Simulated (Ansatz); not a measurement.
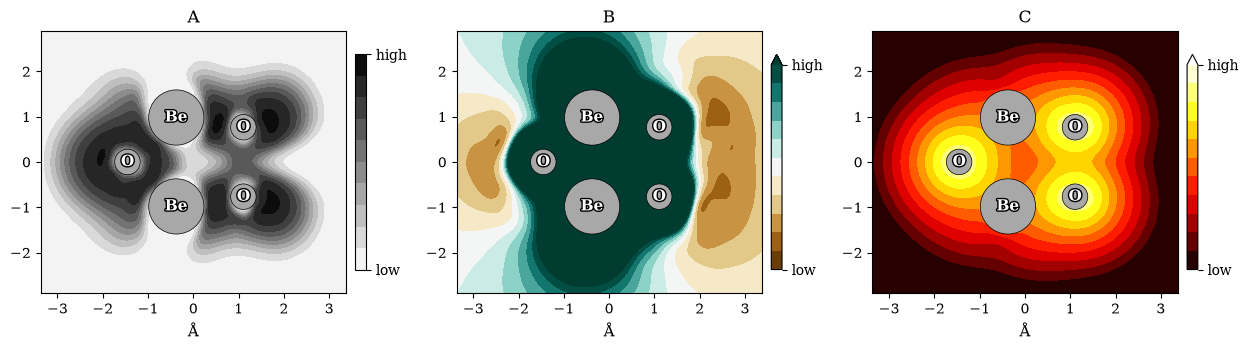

Be₂O₃: 3 fields on the molecular plane, with unlabelled colour scales. Grey discs cover the atomic cores.

Geometry: PBE-D4/def2-TZVP.

The calculation used Ansatz 0.2.0, RKS PBE0-D4/def2-TZVP.

Question: Match the panels to the quantities (electron density, electron localisation function and electrostatic potential).

Answer: Panel A: electron localisation function. Panel B: electrostatic potential (strongly positive close to the atoms, with negative regions outside electron-rich atoms). Panel C: electron density. From the grid: Be–O (1.46 Å): ρ at the midpoint is about 1.4 e/Å³; the ELF peaks at about 0.85 in the valence shell of O, 0.5 Å from its nucleus, and is about 0.80 at the midpoint.
